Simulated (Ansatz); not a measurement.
Mg₂₆FeO₂₇ and related structures: several calculations on one system

Part 1: Relaxation

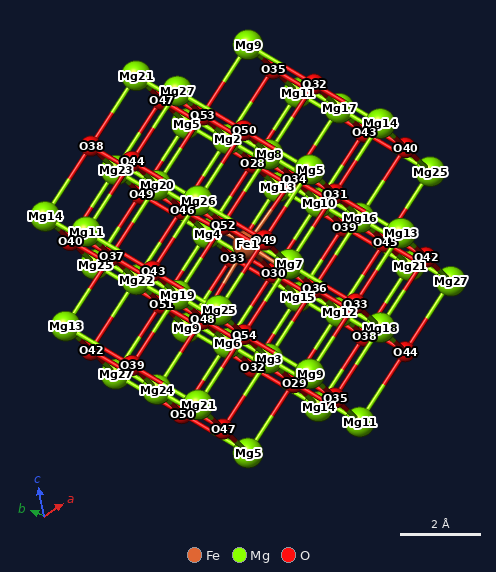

Starting structure of a defect cell of composition Mg₂₆FeO₂₇ (cell charge +1). The picture is a ball-and-stick view of the atoms within 5.8 Å of the atom that moves most (axes of the cell of the calculation), seen slightly off an axis.

The calculation used Ansatz, DFT, PBE, plane-wave PAW, default files, scalar-relativistic.

Settings: plane-wave cutoff 420 eV; k-point mesh 3 × 3 × 3; occupations fermi dirac; smearing width 0.01 eV; collinear spin; atoms relaxed in a fixed cell; force threshold 0.03 eV/Å; at most 40 steps.

```
Fe Mg O
1.0
     0.00000    6.32550    6.32550
     6.32550    0.00000    6.32550
     6.32550    6.32550    0.00000
Fe Mg O
1 26 27
Direct
  0.00000 0.00000 0.01341
  0.00000 0.00000 0.33333
  0.00000 0.00000 0.66667
  0.00000 0.33333 0.00000
  0.00000 0.33333 0.33333
  0.00000 0.33333 0.66667
  0.00000 0.66667 0.00000
  0.00000 0.66667 0.33333
  0.00000 0.66667 0.66667
  0.33333 0.00000 0.00000
  0.33333 0.00000 0.33333
  0.33333 0.00000 0.66667
  0.33333 0.33333 0.00000
  0.33333 0.33333 0.33333
  0.33333 0.33333 0.66667
  0.33333 0.66667 0.00000
  0.33333 0.66667 0.33333
  0.33333 0.66667 0.66667
  0.66667 0.00000 0.00000
  0.66667 0.00000 0.33333
  0.66667 0.00000 0.66667
  0.66667 0.33333 0.00000
  0.66667 0.33333 0.33333
  0.66667 0.33333 0.66667
  0.66667 0.66667 0.00000
  0.66667 0.66667 0.33333
  0.66667 0.66667 0.66667
  0.16667 0.16667 0.16667
  0.16667 0.16667 0.50000
  0.16667 0.16667 0.83333
  0.16667 0.50000 0.16667
  0.16667 0.50000 0.50000
  0.16667 0.50000 0.83333
  0.16667 0.83333 0.16667
  0.16667 0.83333 0.50000
  0.16667 0.83333 0.83333
  0.50000 0.16667 0.16667
  0.50000 0.16667 0.50000
  0.50000 0.16667 0.83333
  0.50000 0.50000 0.16667
  0.50000 0.50000 0.50000
  0.50000 0.50000 0.83333
  0.50000 0.83333 0.16667
  0.50000 0.83333 0.50000
  0.50000 0.83333 0.83333
  0.83333 0.16667 0.16667
  0.83333 0.16667 0.50000
  0.83333 0.16667 0.83333
  0.83333 0.50000 0.16667
  0.83333 0.50000 0.50000
  0.83333 0.50000 0.83333
  0.83333 0.83333 0.16667
  0.83333 0.83333 0.50000
  0.83333 0.83333 0.83333
```

### What does the optimiser find from here?

Fe1 moves most: 0.12 Å along −c. Largest moves by element: Fe 0.12 Å, O 0.04 Å, Mg 0.02 Å. The cell stays as it was. Some distances before and after: Fe1–O36 2.195 → 2.070 Å, Mg15–O30 2.108 → 2.165 Å, Fe1–O34 2.025 → 2.069 Å, Fe1–O30 2.112 → 2.070 Å. Among the angles between lasting bonds that change: O30–Fe1–O52 173.5° → 180.0°, O34–Fe1–O46 94.8° → 90.0°, O34–Fe1–O48 175.4° → 180.0°. Over 3 accepted moves (4 points after the start) the energy falls by 0.295 eV per cell of the calculation. Largest force component: 0.97 eV/Å at the start, 0.0025 eV/Å at the end. 1 step only repeated the SCF at the same geometry.

After the run, drawn alike:

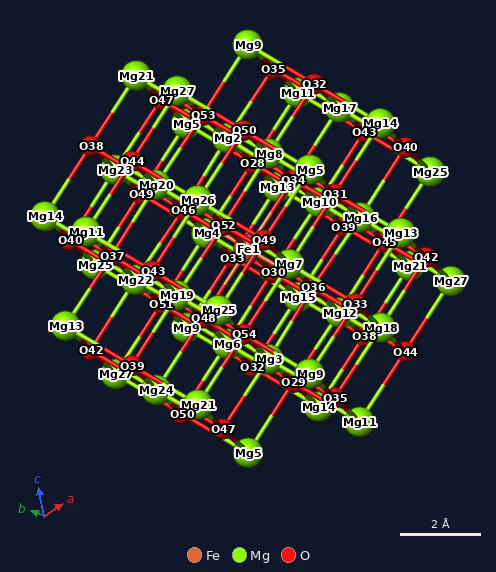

Limits of the set-up: the cell is charged, on a uniform background, and energies carry no finite-size correction.

Part 2: Relaxation

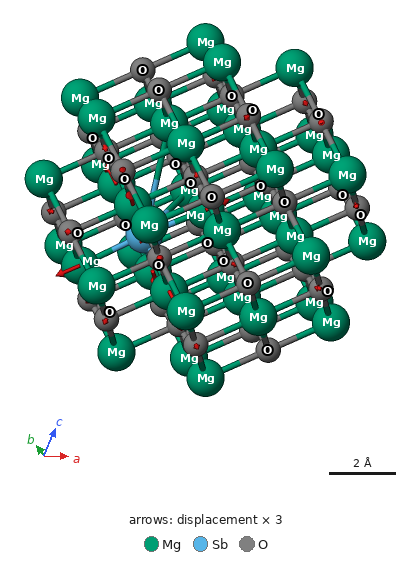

A relaxation of a defect cell of composition Mg$_{27}$SbO$_{26}$. The starting structure is drawn; red arrows show the displacements, magnified 3 times.

Style: ball-and-stick. Shown: the atoms within 5.8 Å of the atom that moves most (axes of the cell of the calculation (origin shifted)), from a free direction.

Level of theory: DFT, PBE, plane-wave PAW, default files, scalar-relativistic (Ansatz). Settings: plane-wave cutoff 420 eV; k-point mesh 3 × 3 × 3; occupations fermi dirac; smearing width 0.01 eV; collinear spin; atoms relaxed in a fixed cell; force threshold 0.03 eV/Å; at most 40 steps.

### What did the optimiser do to the structure, and how much energy did it gain?

After 4 geometry steps the energy has fallen by 7.399 eV per cell of the calculation. The largest force component goes from 11 to 0.006 eV/Å. The largest moves, 0.28 Å, are those of Mg atoms. By element the largest moves are Mg 0.28 Å, Sb 0.12 Å, O 0.08 Å. The lattice vectors keep their values. Near-neighbour distances that change, for instance: Mg–Sb 2.025 → 2.388 Å, Mg–Sb 2.112 → 2.388 Å, Mg–O 2.109 → 1.901 Å, Mg–Sb 2.195 → 2.388 Å. Among the angles between lasting bonds that change: Mg–O–Mg 90.0° → 101.8°, O–Mg–O 180.0° → 168.2°, Sb–Mg–O 92.3° → 84.1°. Cost: 8 min on 4 threads of Arm Neoverse V2 (shared host), peak memory 4.3 GiB.

Part 3: Defect

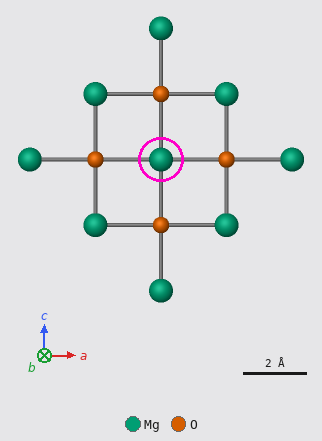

Perfect MgO. A ball-and-stick model of the atoms within 4.6 Å of one point, in a slice 3.4 Å thick across the line of sight, seen along the b axis.

Computed with DFT, PBE, plane-wave PAW, default files, scalar-relativistic (Ansatz 0.2.0). (plane-wave cutoff 420 eV; k-point mesh 3 × 3 × 3; occupations fermi dirac; smearing width 0.01 eV; collinear spin) A uniform background neutralises the charged cell. The axes drawn are those of the host's conventional cell.

A magnesium atom is replaced by iron at the ringed place, in charge state +1. The supercell has 54 sites, and the atoms are relaxed at the host's cell.

Q: How do the neighbours respond?

A: In the host the Mg atom has 6 O at 2.11 Å; the Fe atom ends with 6 O at 2.07 Å. Of the host's atoms, an oxygen atom moves furthest from its site, by 0.04 Å. The cell's net moment is 5.00 μB.

The relaxed defect, seen from the same direction:

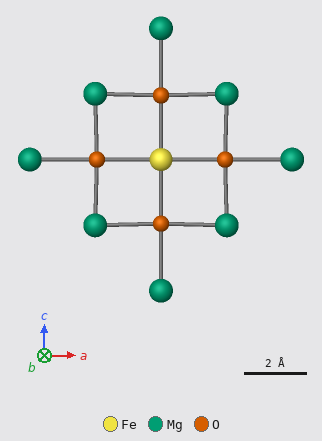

Limits of the set-up: the cell is charged, on a uniform background, and energies carry no finite-size correction.
